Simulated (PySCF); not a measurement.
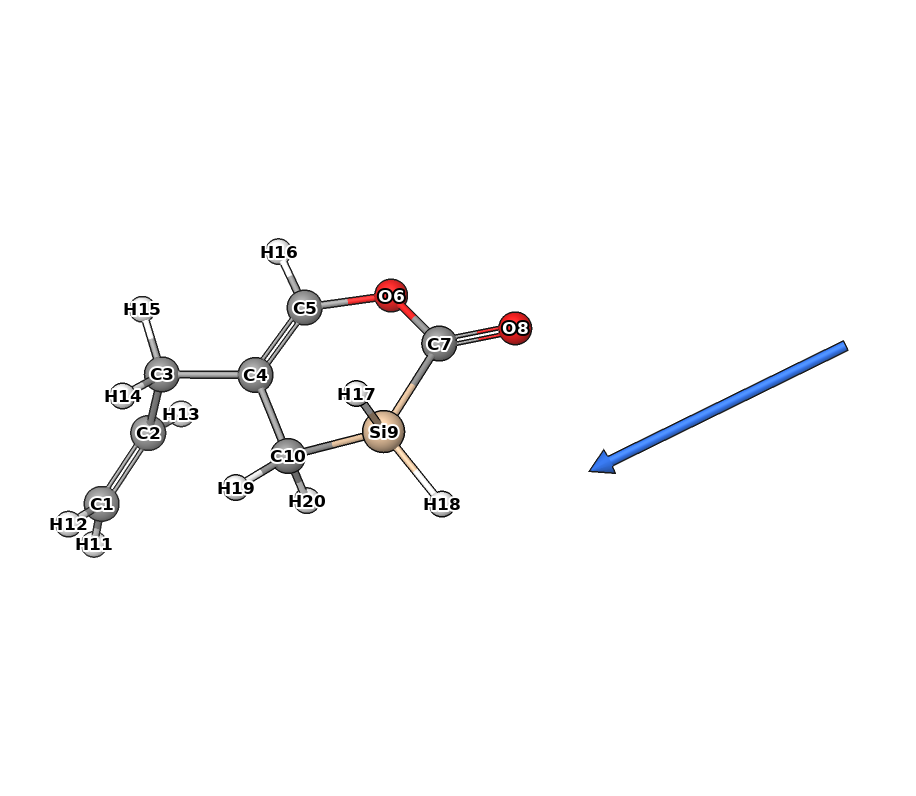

The arrow beside the molecule shows the direction of the dipole moment, from the negative to the positive end (its length means nothing). The computed structure is the end point of a GFN2-xTB optimisation. No frequency run is at hand to confirm it as a minimum. Properties computed with PBE0/pcSseg-1, gas phase (PySCF 2.14.0).

Estimate the dipole moment.

Answer. 4.37 D; it points from the side of O8 to the side of H12 (the outermost atoms at the two ends).

The geometry is semi-empirical. Around Si such bond lengths and angles can be off by a tenth of an ångström or more and by several degrees, and values that hang on the shape move with them.
